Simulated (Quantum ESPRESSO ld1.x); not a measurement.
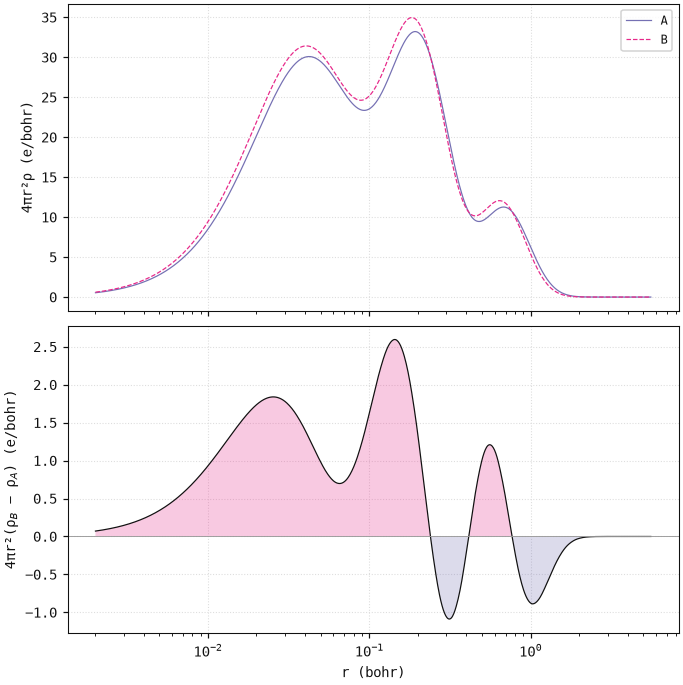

Two nuclei with the same 17 electrons, [Ne] 3s2 3p5 (high spin), were computed: Fe⁹⁺; Mn⁸⁺. The calculation used Quantum ESPRESSO ld1.x 7.5 at this level: scalar-relativistic Kohn-Sham, LDA (Slater exchange, Perdew-Wang correlation), spin-polarised, spherical densities, point nucleus.

The plot shows both radial densities and the radial density of run B less that of run A; on the logarithmic r axis, areas aren't charges.

Q: Assign A and B and describe the change of the density.

Answer: A is Mn⁸⁺; B is Fe⁹⁺. B holds 0.62 electrons more than A where the difference is positive (most at r = 0.14 bohr) and 0.62 electrons fewer where it is negative (most at r = 0.31 bohr), with no net change. The larger nuclear charge draws every shell in.
